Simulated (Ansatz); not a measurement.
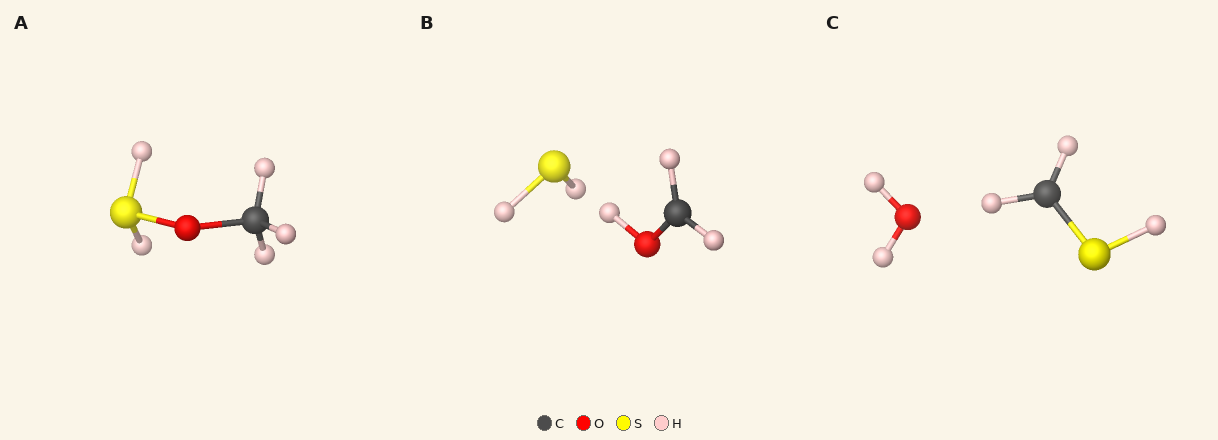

3 stationary structures of one formula. Charge +1, singlet. Geometries: PBE-D4/def2-SVP. Electronic energies: PBE-D4/def2-SVP (Ansatz 0.2.0), without zero-point energy. No frequency run is at hand to confirm each as a minimum. Each is one conformer, not always the lowest.

Question: Which structure is the most stable?

Answer: B is lowest; C lies 0.372 eV above it (C1), A lies 1.132 eV above it (Cs).
